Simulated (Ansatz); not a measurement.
## What Mg → Be does to Mg

The reference is Mg in the hcp (Mg type) structure (space group P6_3/mmc, No. 194; a = 3.173 Å, c = 5.183 Å).

The change: Be takes the place of Mg on all its sites, then cell and atoms are relaxed.

Level of theory: Ansatz (a program for electronic structure), r2SCAN, PAW, cutoff 500 eV, spin-orbit coupling left out. k-mesh 23×23×13 (Γ-centred); smearing 0.05 eV (Fermi–Dirac), for the changed cell.

| quantity | base | changed | shift |
|---|---|---|---|
| volume per atom | 22.59 Å³ | 7.91 Å³ | -14.687 Å³ |
| density | 1.79 g/cm³ | 1.89 g/cm³ | +0.106 g/cm³ |
| lattice parameter a | 317.3 pm | 226.4 pm | -90.9 pm |
| c/a ratio | 1.633 | 1.574 | -0.059 |
| space group | P6_3/mmc (No. 194) | P6_3/mmc (No. 194) | – |
| shortest interatomic distance | 317.3 pm | 221.0 pm | -96.3 pm |
| band gap | zero | zero | – |

Final structure:

```xyz
2
Lattice="2.2637 0.0000 0.0000 -1.1318 1.9604 0.0000 0.0000 0.0000 3.5639" Properties=species:S:1:pos:R:3 pbc="T T T"
Be     0.0000     1.3069     2.6729
Be     1.1318     0.6535     0.8910
```

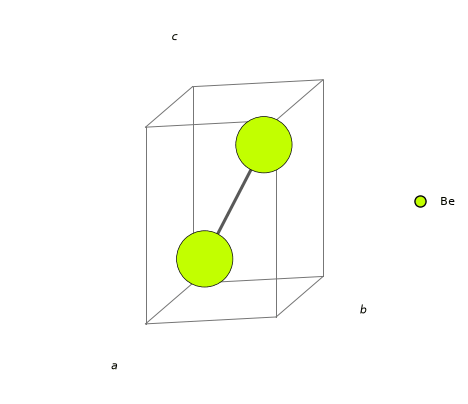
Figure: The relaxed conventional cell after the change

Whether these cells are dynamically stable was not tested.
